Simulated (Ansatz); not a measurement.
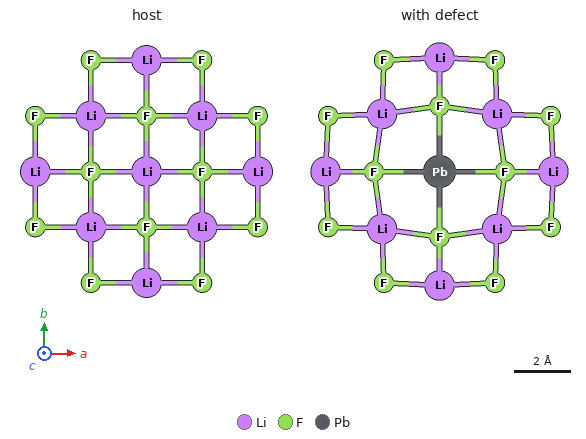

Left: perfect LiF. Right: the same region with one point defect, after relaxing the atoms in a supercell of 54 sites. A ball-and-stick model of the atoms within 4.6 Å of one point, in a slice 3.4 Å thick across the line of sight, seen along the c axis.

These are results of DFT, PBE, plane-wave PAW, default files, scalar-relativistic in Ansatz, not measurements. Settings: plane-wave cutoff 420 eV; k-point mesh 3 × 3 × 3; occupations fermi dirac; smearing width 0.01 eV; collinear spin. The axes drawn are those of the host's conventional cell.

**What kind of defect was made?**

A lithium atom is replaced by lead.

The charge state of the cell is 0.

**What does the relaxation do around it?**

In the host the Li atom has 6 F at 2.01 Å; the Pb atom ends with 6 F at 2.37 Å. Of the host's atoms, a fluorine atom moves furthest from its site, by 0.36 Å. The cell's net moment is 1.00 μB. Relaxing the atoms from the host's sites lowers the energy by 7.41 eV.
